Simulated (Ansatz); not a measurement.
# What La3AlC (Pm-3m) distorts into, part 2 of 2

Which phase does La3AlC (Pm-3m) fall into along its unstable mode, and how much energy does it gain?

Ansatz 0.2.0; DFT PBEsol, scalar-relativistic, plane waves, PAW; PAW set soft_1.

So far, highest frequency on the path or at a solved wavevector (cm⁻¹): step 2 (the dispersion) 391. Also lowest frequency on the path (cm⁻¹): step 2 -169.

### 6. Relaxation from the frozen mode

Starting from the lowest point found, all atoms and the cell are let go, so that strain and other modes of the same symmetry can join in.

Contents of input.yaml:

```yaml
crystal:
  lattice:
    - [5.1318379723, 0.0, 0.0]
    - [0.0, 5.1318379723, 0.0]
    - [0.0, 0.0, 5.1318379723]
  atoms:
    - { symbol: La, position: [0.500455781, 0.499544219, -0.0002813923] }
    - { symbol: La, position: [0.500455781, -0.0002813923, 0.499544219] }
    - { symbol: La, position: [0.0002813923, 0.499544219, 0.499544219] }
    - { symbol: Al, position: [0.0008699069, -0.0008699069, -0.0008699069] }
    - { symbol: C, position: [0.4842494954, 0.5157505046, 0.5157505046] }
kpoints:
  mp_grid: { grid: [8, 8, 8] }
hamiltonian:
  xc: pbesol
  pseudopotentials: { kind: paw, azcp: { folder: soft_1 }, xc_functional: pbe }
scf:
  occupations: { method: methfessel_paxton, width: 0.2 }
output:
  forces: true
  stress: true
  eigenvalues: true
relax:
  adjacent_minimum: "off"
  f_tol: 0.002
  max_steps: 120
  cell: { stress_tol: 0.03 }
```

Command:

```bash
$ ansatz run input.yaml --threads 4 --pin off --max-ram 10240MiB --backend cpu --events-out ev --progress --plain --runs-dir out
```

Numbers of over 12 decimals in the logs are rounded to 6 here.

Output:

```text
[...]
Crystal: 5 atoms, lattice volume = 135.151 Å³
Basis set: ecut = 420 eV, 2601 PW (Γ), exchange–correlation on 72×72×72 points (8 copies of the dense FFT grid, shifted against one another)
Bands: 25, of which v1, the nominal top of the filled ones, is band 20 counted from 1 (19 counted from 0)
Symmetry: 6 space group operations
[...]
k-points: 65 of 512 (time reversal used)
[...]
SCF iter   1: F=—  HF=-19257.896501 eV  |F-HF|=—  |Δ(HF+E_count)|=         —  Δρ=4.46e-2  dr2=7.76e0  ethr=3.10e-3  ⟨swp⟩=5.0  Hψ=7642  notcnv=0
[...]
SCF iter   9: F=-19256.451149 eV  HF=-19256.451149 eV  |F-HF|=1.14e-9  |Δ(HF+E_count)|=   1.53e-8  S|Δr|=    0.00e0  Δρ=1.65e-6  dr2=4.74e-9  ethr=2.50e-10  ⟨swp⟩=9.8  Hψ=8967  notcnv=0
SCF 1 converged in 9 iterations: F = -19256.451149 eV  dr2 = 4.74e-9
[...]
relax step   1: F+E_penalty+E_count = -19256.45114947 eV  Δ(F+E_penalty+E_count) = +0.000e0 eV  max|allowed force component| = 2.922e-2 eV/Å  Δτ_max = 0.0000 Å  P = +0.011 GPa  Ω = 135.151 Å³  (9 SCF iters, dr2 threshold 1.00e-7 eV, accepted)
Crystal: 5 atoms, lattice volume = 135.054 Å³
[...]
SCF iter   7: F=-19256.437270 eV  HF=-19256.437270 eV  |F-HF|=1.88e-9  |Δ(HF+E_count)|=   3.33e-9  S|Δr|=    0.00e0  Δρ=1.38e-6  dr2=3.81e-9  ethr=1.33e-10  ⟨swp⟩=9.4  Hψ=9394  notcnv=0
SCF 2 converged in 7 iterations: F = -19256.437270 eV  dr2 = 3.81e-9
relax step   2: F+E_penalty+E_count = -19256.43727047 eV  Δ(F+E_penalty+E_count) = +1.388e-2 eV  max|allowed force component| = 2.762e-1 eV/Å  Δτ_max = 0.0478 Å  P = -0.311 GPa  Ω = 135.054 Å³  energy of the carried Pulay correction = +1.788e-5 eV  (7 SCF iters, dr2 threshold 5.34e-8 eV, rejected (line search))
Crystal: 5 atoms, lattice volume = 135.107 Å³
[...]
SCF iter   9: F=-19256.452050 eV  HF=-19256.452050 eV  |F-HF|=7.28e-12  |Δ(HF+E_count)|=    0.00e0  S|Δr|=    0.00e0  Δρ=5.35e-8  dr2=5.51e-12  ethr=1.00e-12  ⟨swp⟩=9.3  Hψ=10987  notcnv=0
SCF 3 converged in 9 iterations: F = -19256.452050 eV  dr2 = 5.51e-12
relax step   3: F+E_penalty+E_count = -19256.45205023 eV  Δ(F+E_penalty+E_count) = -9.008e-4 eV  max|allowed force component| = 3.197e-2 eV/Å  Δτ_max = 0.0106 Å  P = -0.029 GPa  Ω = 135.107 Å³  energy of the carried Pulay correction = +8.033e-6 eV  (9 SCF iters, accepted)
[...]
relax step   4: F+E_penalty+E_count = -19256.45233922 eV  Δ(F+E_penalty+E_count) = -2.890e-4 eV  max|allowed force component| = 3.126e-2 eV/Å  Δτ_max = 0.0051 Å  P = -0.033 GPa  Ω = 135.102 Å³  energy of the carried Pulay correction = +9.112e-6 eV  (5 SCF iters, dr2 threshold 6.39e-8 eV, accepted)
[...]
relax step   5: F+E_penalty+E_count = -19256.45306649 eV  Δ(F+E_penalty+E_count) = -7.273e-4 eV  max|allowed force component| = 6.896e-3 eV/Å  Δτ_max = 0.0297 Å  P = +0.003 GPa  Ω = 134.992 Å³  energy of the carried Pulay correction = +2.939e-5 eV  (6 SCF iters, dr2 threshold 6.11e-8 eV, accepted)
[...]
relax step   6: F+E_penalty+E_count = -19256.45311251 eV  Δ(F+E_penalty+E_count) = -4.602e-5 eV  max|allowed force component| = 2.357e-3 eV/Å  Δτ_max = 0.0048 Å  P = -0.015 GPa  Ω = 135.048 Å³  energy of the carried Pulay correction = +1.911e-5 eV  (6 SCF iters, dr2 threshold 6.57e-9 eV, accepted)
[...]
relax step   7: F+E_penalty+E_count = -19256.45314466 eV  Δ(F+E_penalty+E_count) = -3.215e-5 eV  max|allowed force component| = 1.336e-3 eV/Å  Δτ_max = 0.0013 Å  P = -0.005 GPa  Ω = 135.027 Å³  energy of the carried Pulay correction = +2.293e-5 eV  (5 SCF iters, dr2 threshold 3.87e-9 eV, accepted)
[...]
SCF iter   5: F=-19256.453130 eV  HF=-19256.453130 eV  |F-HF|=3.64e-12  |Δ(HF+E_count)|=  1.09e-11  S|Δr|=    0.00e0  Δρ=5.72e-8  dr2=4.34e-12  ethr=1.00e-12  ⟨swp⟩=6.0  Hψ=7788  notcnv=0
SCF 8 converged in 5 iterations: F = -19256.453130 eV  dr2 = 4.34e-12
relax step   8: F+E_penalty+E_count = -19256.45312962 eV  Δ(F+E_penalty+E_count) = +1.504e-5 eV  max|allowed force component| = 1.328e-3 eV/Å  Δτ_max = 0.0000 Å  P = -0.006 GPa  Ω = 135.027 Å³  stress off target by 8.26e-3 GPa  SCF on the basis re-selected at this cell (its energy is not comparable with the rows above)  (5 SCF iters)
basis re-selected at this cell: Δ(F+E_penalty+E_count) = +1.504e-5 eV, ΔP = -0.000 GPa vs the last step (what re-selecting the basis moved, of the pressure what is left beyond the Pulay correction that the steps carried, after the strain that the cell walked since its last selection, with what the two solves' SCF thresholds leave and, on support functions, any second-order correction that the steps lacked; it is no m [...]
SCF converged after 5 iterations
[...]
Free energy (F): -19256.453130 eV
[...]
Internal energy: -19256.451891 eV  (E = F + TS)
E sigma→0 (E₀):  -19256.452820 eV
Entropy (-TS):   -0.001239 eV (-0.248 meV/atom)
Fermi energy:    9.928039 eV
[...]
--- Forces (eV/Å), atoms counted from 1 ---
  atom   1  La     0.00058418    -0.00058418    -0.00004092
  atom   2  La     0.00058418    -0.00004092    -0.00058418
  atom   3  La     0.00004092    -0.00058418    -0.00058418
  atom   4  Al    -0.00132808     0.00132808     0.00132808
  atom   5  C      0.00011862    -0.00011862    -0.00011862
  max |Σ_I F_I| component: 1.81e-7 eV/Å
--- Stress (GPa, compression-positive) ---
       -0.005623      -0.002641      -0.002641
       -0.002641      -0.005623       0.002641
       -0.002641       0.002641      -0.005623
  P = ⅓ Tr σ = -0.0056 GPa (-0.056 kbar)
--- Band table (eV; the first three rows and the last of 65) ---
  k-point 0: bands = [... 16 lower, 9.1691, 9.1875, 9.1875, 10.0828, 10.0828, 10.2898, 10.9270, 10.9427, ... 1 higher]
  k-point 1: bands = [... 16 lower, 9.1871, 9.2044, 9.3275, 9.8171, 10.0983, 10.2458, 10.8305, 10.9173, ... 1 higher]
  k-point 2: bands = [... 16 lower, 9.1234, 9.2268, 9.5103, 9.7462, 9.9976, 10.1378, 10.8629, 11.0681, ... 1 higher]
  k-point 64: bands = [... 16 lower, 6.7398, 10.3410, 10.3610, 10.3610, 11.0629, 11.0629, 11.0823, 11.6264, ... 1 higher]
--- Relaxed structure (7 steps of the walk, 6 accepted, 1 SCFs on fresh bases) ---
  F+E_penalty+E_count = -19256.45312962 eV   max|allowed force component| = 1.328e-3 eV/Å   (the final SCF, on the basis selected at the relaxed cell)
  cell:  # Å, volume = 135.0269 Å³
    - [5.130275, -0.00569975, -0.00569975]
    - [-0.00569975, 5.130275, 0.00569975]
    - [-0.00569975, 0.00569975, 5.130275]
  atoms:
    - { symbol: La, position: [0.502232, 0.497768, 1.407343531123015e-5] }
    - { symbol: La, position: [0.502232, 1.4073435311230285e-5, 0.497768] }
    - { symbol: La, position: [-1.4073435311230068e-5, 0.497768, 0.497768] }
    - { symbol: Al, position: [0.00202799, -0.00202799, -0.00202799] }
    - { symbol: C, position: [0.479834, 0.520166, 0.520166] }
```

Elapsed: 53 s, on 4 threads of Arm Neoverse V2, shared host; peak memory 0.55 GiB.

The steps of the relaxation:

| step | energy less that of the first step (eV) | largest force component (eV/Å) | pressure (GPa) | volume (Å³) |
| --- | --- | --- | --- | --- |
| 1 | 0.0000 | 0.0292 | 0.01 | 135.15 |
| 2 | 0.0139 | 0.2762 | -0.31 | 135.05 |
| 3 | -0.0009 | 0.0320 | -0.03 | 135.11 |
| 4 | -0.0012 | 0.0313 | -0.03 | 135.10 |
| 5 | -0.0019 | 0.0069 | 0.00 | 134.99 |
| 6 | -0.0020 | 0.0024 | -0.01 | 135.05 |
| 7 | -0.0020 | 0.0013 | -0.01 | 135.03 |
| 8* | -0.0020 | 0.0013 | -0.01 | 135.03 |

Relaxation steps marked * repeat the geometry before them on a plane-wave basis chosen anew for their cell, so energy and pressure can jump there. Relaxation step 2 was tried and not accepted.

The run keeps the 6 symmetry operations that it works with, so distortions that break them were not tested.

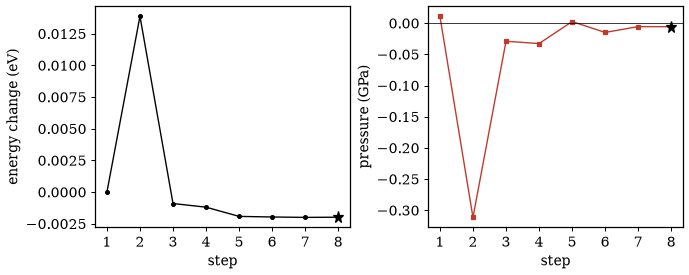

Energy and pressure along the relaxation. Stars mark steps on a basis chosen anew.

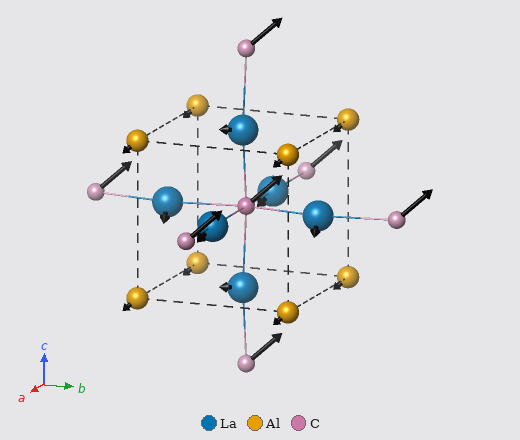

Displacements in the relaxation, exaggerated, measured against the changing cell; the longest in the cell stands for 0.04 Å. Some periodic images of atoms are drawn too.

| conventional cell, symmetrised | before | after | change |
| --- | --- | --- | --- |
| a (Å) | 7.258 | 7.247 | -0.1 % |
| b (Å) | 7.258 | 7.247 | -0.1 % |
| c (Å) | 8.889 | 8.906 | +0.2 % |
| volume (Å³/atom) | 27.03 | 27.01 | -0.1 % |

The atoms that moved most (Å, as changes of fractional coordinates times the final cell):

| atom | dx | dy | dz | length |
| --- | --- | --- | --- | --- |
| C5 | -0.023 | 0.023 | 0.023 | 0.039 |
| La1 | 0.009 | -0.009 | 0.001 | 0.013 |
| La2 | 0.009 | 0.001 | -0.009 | 0.013 |
| La3 | -0.001 | -0.009 | -0.009 | 0.013 |
| Al4 | 0.006 | -0.006 | -0.006 | 0.010 |

Final coordinates:

```cif
data_structure
_symmetry_space_group_name_H-M 'P 1'
_symmetry_Int_Tables_number 1
_cell_length_a 5.1303
_cell_length_b 5.1303
_cell_length_c 5.1303
_cell_angle_alpha 89.873
_cell_angle_beta 90.127
_cell_angle_gamma 90.127
_cell_volume 135.03
loop_
_atom_site_label
_atom_site_type_symbol
_atom_site_fract_x
_atom_site_fract_y
_atom_site_fract_z
_atom_site_occupancy
La1 La 0.50223 0.49777 0.00001 1
La2 La 0.50223 0.00001 0.49777 1
La3 La 0.99999 0.49777 0.49777 1
Al4 Al 0.00203 0.99797 0.99797 1
C5 C 0.47983 0.52017 0.52017 1
```

Numbers from this step:

| Quantity | Value |
| --- | --- |
| pressure | -0.005623 GPa |
| volume per atom | 27.01 Å³ |

The distorted start has space group R3m; the relaxation ends in R3m.

### 7. The new phase in its own primitive cell

The relaxed structure is symmetrised, reduced to its primitive cell and relaxed tightly, as its phonons need.

input.yaml, the sections that differ from step 6:

```yaml
crystal:
  lattice:
    - [3.6236220382, 2.0920991592, 2.9685472669]
    - [-3.6236220382, 2.0920991592, 2.9685472669]
    - [0.0, -4.1841983184, 2.9685472669]
  atoms:
    - { symbol: La, position: [0.5022321217, 0.9999859266, 0.5022321217] }
    - { symbol: La, position: [0.9999859266, 0.5022321217, 0.5022321217] }
    - { symbol: La, position: [0.5022321217, 0.5022321217, 0.9999859266] }
    - { symbol: Al, position: [0.0020279917, 0.0020279917, 0.0020279917] }
    - { symbol: C, position: [0.4798341949, 0.4798341949, 0.4798341949] }
kpoints:
  mp_grid: { grid: [9, 9, 9] }
relax:
  adjacent_minimum: "off"
  f_tol: 0.001
  max_steps: 60
  cell: { stress_tol: 0.01 }
# hamiltonian, scf, output: as in step 6
```

Output:

```text
[...]
Crystal: 5 atoms, lattice volume = 135.027 Å³
Basis set: ecut = 420 eV, 2601 PW (Γ), exchange–correlation on 72×72×72 points (8 copies of the dense FFT grid, shifted against one another)
Bands: 25, of which v1, the nominal top of the filled ones, is band 20 counted from 1 (19 counted from 0)
Symmetry: 6 space group operations
[...]
k-points: 85 of 729 (time reversal used)
[...]
cell:  # Å, volume = 135.0158 Å³
    - [3.623813, 2.092209, 2.967989]
    - [-3.623813, 2.092209, 2.967989]
    - [0, -4.184419, 2.967989]
  atoms:
    - { symbol: La, position: [0.502152, 0.999998, 0.502152] }
    - { symbol: La, position: [0.999998, 0.502152, 0.502152] }
    - { symbol: La, position: [0.502152, 0.502152, 0.999998] }
    - { symbol: Al, position: [0.0017487, 0.0017487, 0.0017487] }
    - { symbol: C, position: [0.480261, 0.480261, 0.480261] }
[key lines of the parts left out:]
SCF converged after 6 iterations
Free energy (F): -19256.455920 eV
Fermi energy:    9.935154 eV
P = ⅓ Tr σ = 0.0003 GPa (0.003 kbar)
```

It took 44 s on 4 threads; peak memory 0.59 GiB; 2.9 min of CPU time.

Little changed from the start: no atom moved by 0.005 Å and no cell edge by 0.1 %.

This step gave:

* pressure: 3.37e-4 GPa
* volume per atom: 27.00 Å³

The largest force component left is 0.59 meV/Å and the pressure is 0.000 GPa, within the tolerances set. The cell now holds 27.00 Å³/atom.

### 8. Modes of the new phase, k-mesh 9×9×9

A relaxed structure may still be a saddle point, so its zone-centre modes are computed. No field response is asked, since the mesh shows no gap.

input.yaml, the sections that differ from step 7:

```yaml
crystal:
  lattice:
    - [3.623813031, 2.092209429, 2.9679892394]
    - [-3.623813031, 2.092209429, 2.9679892394]
    - [0.0, -4.1844188579, 2.9679892394]
  atoms:
    - { symbol: La, position: [0.5021523765, 0.9999977154, 0.5021523765] }
    - { symbol: La, position: [0.9999977154, 0.5021523765, 0.5021523765] }
    - { symbol: La, position: [0.5021523765, 0.5021523765, 0.9999977154] }
    - { symbol: Al, position: [0.0017487004, 0.0017487004, 0.0017487004] }
    - { symbol: C, position: [0.4802611879, 0.4802611879, 0.4802611879] }
output:
  eigenvalues: true
phonons:
  method: dfpt
# kpoints, hamiltonian, scf: as in step 7
# relax: removed
```

Output:

```text
[...]
Crystal: 5 atoms, lattice volume = 135.016 Å³
Basis set: ecut = 420 eV, 2601 PW (Γ), exchange–correlation on 72×72×72 points (8 copies of the dense FFT grid, shifted against one another)
Bands: 25, of which v1, the nominal top of the filled ones, is band 20 counted from 1 (19 counted from 0)
Symmetry: 6 space group operations
k-points: 365 of 729 (irreducible under 1 space group operation, time reversal used)
[...]
SCF iter   1: F=—  HF=-19257.872743 eV  |F-HF|=—  |Δ(HF+E_count)|=         —  Δρ=4.47e-2  dr2=7.65e0  ethr=3.10e-3  ⟨swp⟩=5.0  Hψ=42645  notcnv=0
[...]
SCF iter  11: F=-19256.455920 eV  HF=-19256.455920 eV  |F-HF|=3.64e-12  |Δ(HF+E_count)|=  2.18e-11  S|Δr|=    0.00e0  Δρ=5.49e-8  dr2=3.69e-12  ethr=1.00e-12  ⟨swp⟩=18.6  Hψ=78029  notcnv=0
SCF 1 converged in 11 iterations: F = -19256.455920 eV  dr2 = 3.69e-12
[...]
DFPT response loops at Γ: preconditioner auto → Kerker (q_TF=auto, 2.228 Å⁻¹) (partly filled bands, converged f_vac=0.000); β = 1.00, the filter's whole step (`scf.mixing.beta` (0.50) is not read by the response loops under this deck's `scf.mixing.preconditioner`; to damp them name `kerker` or `kerker_dos`, under which they read `scf.mixing.beta`, and type it under 1.00, their step now; both keys bind the ground state too); Broyden in place of MSR1
SCF converged after 11 iterations
[...]
Free energy (F): -19256.455920 eV
[...]
Internal energy: -19256.460865 eV  (E = F + TS)
E sigma→0 (E₀):  -19256.457156 eV
Entropy (-TS):   0.004946 eV (0.989 meV/atom)
Fermi energy:    9.935154 eV
[...]
--- Band table (eV; the first three rows and the last of 365) ---
  k-point 0: bands = [... 16 lower, 9.1714, 9.1916, 9.1916, 10.0838, 10.0838, 10.2845, 10.9277, 10.9429, ... 6 higher]
  k-point 1: bands = [... 16 lower, 9.1917, 9.2102, 9.2958, 9.8701, 10.0996, 10.2472, 10.8452, 10.9180, ... 6 higher]
  k-point 2: bands = [... 16 lower, 9.1574, 9.2201, 9.5257, 9.6333, 10.0382, 10.1680, 10.8252, 11.0086, ... 6 higher]
  k-point 364: bands = [... 16 lower, 8.9966, 9.1539, 9.1667, 9.6405, 10.1600, 10.5751, 11.1986, 11.5472, ... 6 higher]
--- Phonons (Γ-DFPT): 6 representative perturbations + reference, on 365 of 729 k-points (Σ response iterations 22) ---
  k mesh reduced under 1 symmetry operation, with k and −k counted as one. Each operation leaves every solved perturbation unchanged. A smaller set is not used because it would not reduce the number of displacements times k-points to solve
  ASR residual: 5.306e-5 → 0.000e0 eV/Å²; symmetrization residual: 4.281e-6 eV/Å²
  ASR residual per site (eV/Å²): 4.59e-5 4.59e-5 5.31e-5 2.52e-6 4.08e-6
[...]
non-analytic LO–TO correction: not included (Born effective charges unavailable; polar crystals: no LO–TO splitting at Γ)
```

The job ended after 4.9 min (4 threads; peak memory 5.5 GiB).

This step gave:

* sum-rule residual before enforcement: 5.31e-5 eV/Å²
* point group: 3m
* highest optical mode at the zone centre (no LO-TO term): 223.2 cm⁻¹
* lowest optical zone-centre mode: -51.46 cm⁻¹

Patterns of degenerate modes are one choice out of their space. Modes at Γ, with each element's share of the kinetic energy (negative means imaginary):

| mode | frequency (cm⁻¹) | symmetry | La % | Al % | C % |
| --- | --- | --- | --- | --- | --- |
| 1 | -51.5 | E | 92 | 0 | 8 |
| 2 | -51.5 | E | 92 | 0 | 8 |
| 3 | -36.3 | A2 | 100 | 0 | 0 |
| 4 | 0.0 | acoustic | 91 | 6 | 3 |
| 5 | 0.0 | acoustic | 91 | 6 | 3 |
| 6 | 0.0 | acoustic | 91 | 6 | 3 |
| 7 | 94.1 | E | 45 | 0 | 55 |
| 8 | 94.1 | E | 45 | 0 | 55 |
| 9 | 121.7 | A1 | 74 | 19 | 7 |
| 10 | 125.8 | E | 9 | 88 | 3 |
| 11 | 125.8 | E | 9 | 88 | 3 |
| 12 | 135.3 | A1 | 22 | 75 | 3 |
| 13 | 154.3 | E | 63 | 5 | 31 |
| 14 | 154.3 | E | 63 | 5 | 31 |
| 15 | 223.2 | A1 | 12 | 0 | 87 |

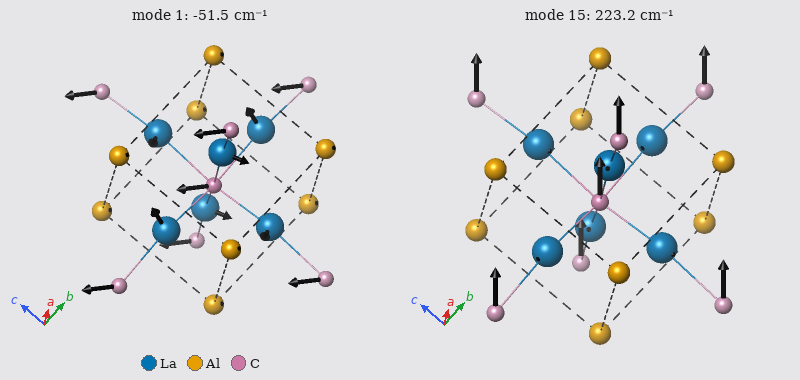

Displacement patterns of modes 1 and 15 at Γ; arrows are exaggerated. Some periodic images of atoms are drawn too.

Before it was imposed, the acoustic sum rule was missed by 5.3e-5 eV/Å². Small misses are needed for a sound result but don't prove that mesh and cutoff are converged. The lowest optical mode is imaginary, 51.5i cm⁻¹, so the energy falls along it.

### 9. What came out

- unstable mode of the parent: q = (0, 0, 0), 169i cm⁻¹
- depth at the lowest point sampled: 1.63 meV/atom
- largest atomic shift at that point: 0.14 Å
- space group reached (within 0.01 Å): R3m
- energy gained over the parent (first relaxation, on the mesh of the frozen mode): 2.12 meV/atom
- volume per atom, phase reached: 27.0 Å³
- lowest optical zone-centre mode, phase reached: -51.5 cm⁻¹
- highest optical mode at the zone centre (no LO-TO term), phase reached: 223 cm⁻¹

**Reading.** Along this mode the structure falls into R3m, 2.12 meV/atom below the parent. At the parent's cell the well is 1.629 meV/atom deep on the steps tried, with its lowest point at a shift of 0.14 Å. Relaxing atoms and cell changes the gain by +0.49 meV/atom against the lowest step (energies at zero smearing). The new phase still has an imaginary mode at the zone centre of its cell, so it is a saddle point on the way to a lower structure. Of the 5 patterns followed to their end from this parent, this one ends 5.37 meV/atom above the lowest, Amm2. Another end point lies within 1 meV/atom; how such a difference moves with mesh and cutoff was not tested. Each path keeps the symmetry of its pattern, so a lower phase may lie along a pattern not tried. With no gap, or one that is small against the smearing, the frequencies hang on the k mesh and the smearing, most of all near Kohn anomalies. Spin-orbit coupling is left out, which can matter for the heavy elements here. The PAW files were made for PBE and serve the other functionals too. A phonon run warned that its eigensolver left some bands unconverged in a pass.

[Logs are printed without paths, hosts, clocks, repeated set-up lines and the standing remarks that a program may print on its own settings, such as how far it seeks lower states.]

[Hosts, paths, dates, database ids (printed as entryN), source tags and the programs' standing remarks are cut or masked in the printed files.]
